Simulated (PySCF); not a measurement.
SMILES C[SiH2]S[Si](C)(C)O at its GFN2-xTB optimised geometry (Å):

```
19

Si    -0.1574    -2.3235    -1.6694
C     -0.8937    -3.2947    -3.1124
S     -1.0369    -0.3720    -1.7615
Si    -0.2157     0.6065     0.0000
C      1.6770     0.6065     0.0000
C     -0.9890     2.3380     0.0000
O     -0.6112    -0.2674     1.3197
H     -0.4937    -2.9318    -0.3829
H      1.2931    -2.1910    -1.7992
H     -0.6663    -2.8179    -4.0611
H     -1.9743    -3.3651    -3.0332
H     -0.4921    -4.3026    -3.1385
H      2.0604     1.2509     0.7837
H      2.0629    -0.3928     0.1736
H      2.0706     0.9611    -0.9470
H     -0.6284     2.9318    -0.8326
H     -0.7468     2.8664     0.9169
H     -2.0706     2.2880    -0.0846
H     -1.5214    -0.4537     1.5388
```

Method: CAM-B3LYP/def2-SVP (PySCF). Cells within 0.4 Å of a nucleus heavier than hydrogen are left out (blank, or x).

Map of the HOMO−1 amplitude (bohr^(-3/2)) on the plane z = 0.0 Å; orbital energy -9.16 eV, overall sign arbitrary:

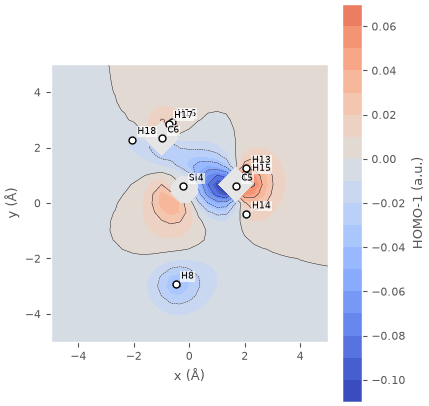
*HOMO−1 amplitude (bohr^(-3/2)) on the plane z = 0.0 Å.*
